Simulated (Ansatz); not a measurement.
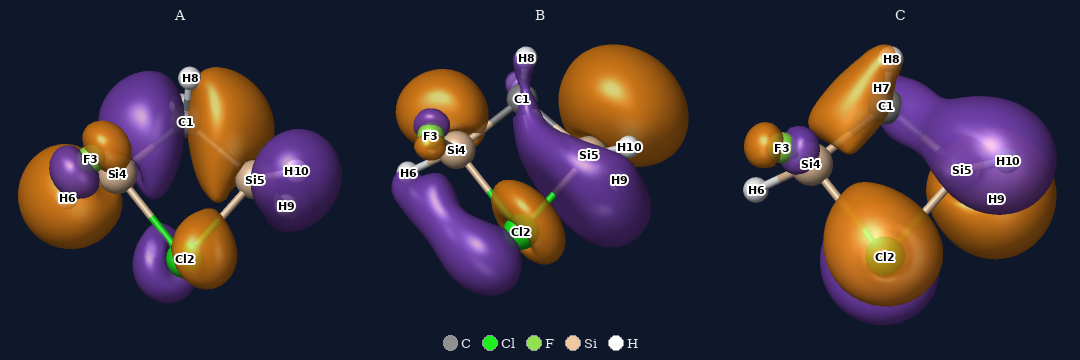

*CH5ClFSi2 (charge +1). Three frontier orbitals at ±0.08 Å⁻³ᐟ² (orange and purple are the two phases), in no order.*

Geometry: r2SCAN-D4/def2-SVP.

The calculation used Ansatz, isolated molecule in a Gaussian basis; Kohn-Sham density functional theory, functional PBE0.

```xyz
10

C    -0.0634   -0.1436   -0.5806
Cl   -2.4312   -0.5394    1.1425
F    -1.2892    2.2239    0.5541
Si   -1.5555    0.9241   -0.3280
Si   -0.4424   -1.5171    0.6377
H    -2.5959    1.1243   -1.3463
H     0.0186   -0.5100   -1.6194
H     0.8648    0.4016   -0.3313
H    -0.8373   -2.8274    0.0836
H     0.2853   -1.5098    1.9221
```

Order the three orbitals by energy and name them.

Answer. C is the HOMO−1 (−14.96 eV). It lies mainly on Cl2 (about 35 %), Si5 (about 25 %), H9 (about 20 %) and H10 (about 10 %). A is the HOMO (−14.54 eV). It lies mainly on C1 (about 30 %), Si4 (about 15 %), Si5 (about 15 %), H6 (about 10 %), H10 (about 5 %) and Cl2 (about 5 %). B is the LUMO (−6.34 eV). Its weight (Hirshfeld) is mainly on Si5 (about 50 %), Cl2 (about 15 %) and Si4 (about 10 %).

What is the HOMO–LUMO gap?

Answer. 8.20 eV between the orbital energies.
